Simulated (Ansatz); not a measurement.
# Gap against strain: armchair BP nanoribbon (N = 3, H edges)

**Method.** Ansatz 0.2.0, plane waves with PAW datasets, PBE, Fermi-Dirac smearing of 0.05 eV, no spin-orbit coupling. The period is scaled from its relaxed value of 5.629 Å and the atoms relax, within the symmetry of the start, at each strain ε (in %); gaps, in eV, are read on a band path.

| period (Å) | energy (eV a cell) | place of the conduction minimum (Γ = 0, Z = 1) | ε | gap |
| --- | --- | --- | --- | --- |
| 5.403 | +0.115 | 0.00 | −4 | 1.354 |
| 5.516 | +0.028 | 0.00 | −2 | 1.407 |
| 5.629 | 0.000 | 0.00 | 0 | 1.457 |
| 5.741 | +0.025 | 0.00 | 2 | 1.503 |
| 5.854 | +0.100 | 0.00 | 4 | 1.547 |

One run is withheld: period (Å) = 5.966, with ε = 6. Fit a straight line gap = a + b × ε to the 5 rows shown and predict it.

**Fit.** The means are 0 for ε and 1.454 for gap. The sum of products of deviations is 0.9638 and the sum of squares in ε is 40, so b = 0.9638 / 40 = 0.0241 and a = 1.454 − (0.0241) × 0 = 1.454. The residuals' standard deviation, with 3 degrees of freedom, is σ = 0.0038.

**Prediction.** gap = 1.454 + (0.0241) × 6 = 1.598. The run gave 1.589, so the prediction less the run is +0.0089. The standard error of a prediction there, σ√(1 + 1/5 + (6 − 0)²/40), is 0.0054, and the miss is 1.6 times that, for a point outside the fitted range. With so few rows σ is itself uncertain.

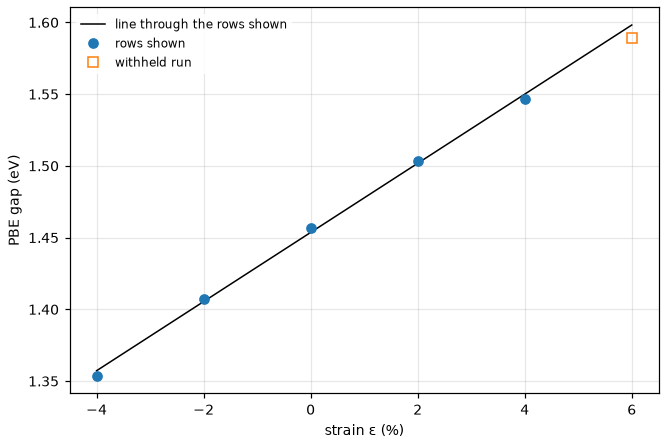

The fitted line, the rows shown and the withheld run.

The gap widens at every step from compression to tension.

**Limits.** Kohn-Sham gaps of a wire among periodic images, which in a check on one flat ribbon (7 Å apart) lowered the gap by 0.2 eV and flattened the slope; the slope b × 100 is a mean deformation potential of the gap, in eV per unit strain. Between neighbouring runs it lies between 2.1 and 2.7 eV. The unstrained row comes from a denser mesh than the others, which shifts its energy a little. Series of this kind are told only where this holds: a gap at every strain (compound wires with polar facets were set aside first). 88 of 101 did.
